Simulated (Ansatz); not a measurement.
System: FH$_{4}$NO$_{2}$Sn.

Input

```
crystal:
  periodic: [false, false, false]
  atoms:
    - { symbol: "N", position_ang: [-0.806, 0.3914, -1.4439] }
    - { symbol: Sn, position_ang: [0.239, -0.1172, 0.1979] }
    - { symbol: O, position_ang: [1.0688, -1.8668, -0.1461] }
    - { symbol: O, position_ang: [-0.8826, -0.2408, 1.7656] }
    - { symbol: F, position_ang: [1.6119, 1.2152, 0.5249] }
    - { symbol: H, position_ang: [-1.2536, 1.3951, -1.2511] }
    - { symbol: H, position_ang: [-0.1472, 0.5643, -2.234] }
    - { symbol: H, position_ang: [1.6381, -2.0442, 0.6949] }
    - { symbol: H, position_ang: [-1.3799, 0.6566, 1.8747] }
basis:
  gaussian: { orbitals: def2-SVP }
hamiltonian:
  xc: r2scanh
relax:
  f_tol: 0.015
  max_steps: 40
output:
  orbitals: {}
```

Launched as:

```sh
ansatz run input.yaml --threads 2 --pin off --max-ram 3072MiB --backend cpu --events-out ev --progress --plain --runs-dir out
```

The fields are those of the run's last geometry, not of the input's.

Core potentials replace the inner electrons of Sn.

Theory: Ansatz, RKS r2SCANh/def2-SVP.

Question: Predict the electron density and electron localisation function between the atoms.

Answer: Sn–O (1.96 Å): ρ is about 0.76 e/Å³ halfway; the ELF peaks at about 0.80 in the valence shell of O, 0.6 Å from its nucleus, and drops to about 0.15 between the two atoms.
Sn–N (2.00 Å): the density is about 0.79 e/Å³ at the midpoint; the ELF peaks at about 0.85 in the valence shell of N, 0.6 Å from its nucleus, and drops to about 0.15 between the two atoms.
O–H (0.96 Å): ρ at the midpoint is about 3.6 e/Å³; the ELF climbs to about 1 towards the hydrogen, as it does in any bond to H (a covalent bond by its length).
N–H (1.02 Å): ρ is about 2.8 e/Å³ halfway; the ELF climbs to about 1 towards the hydrogen (a covalent bond by its length).

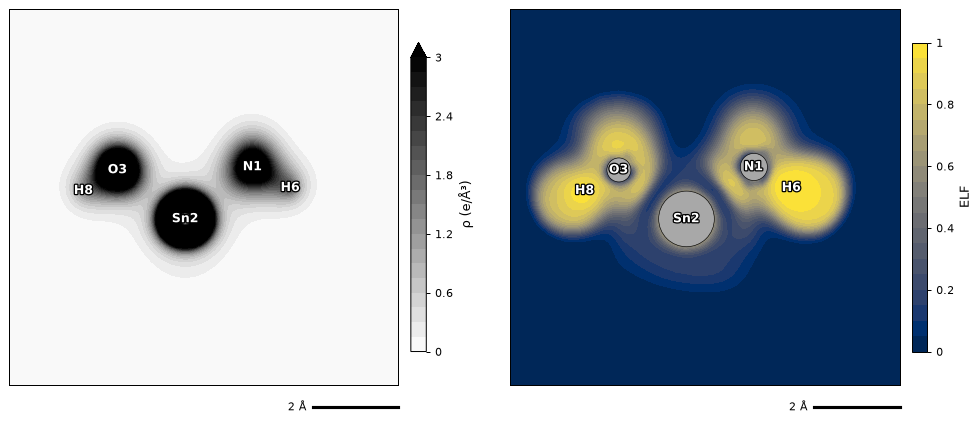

Computed electron density and electron localisation function on the plane of atoms N1, Sn2 and O3, in this order. Grey discs cover the atomic cores in the ELF map. 
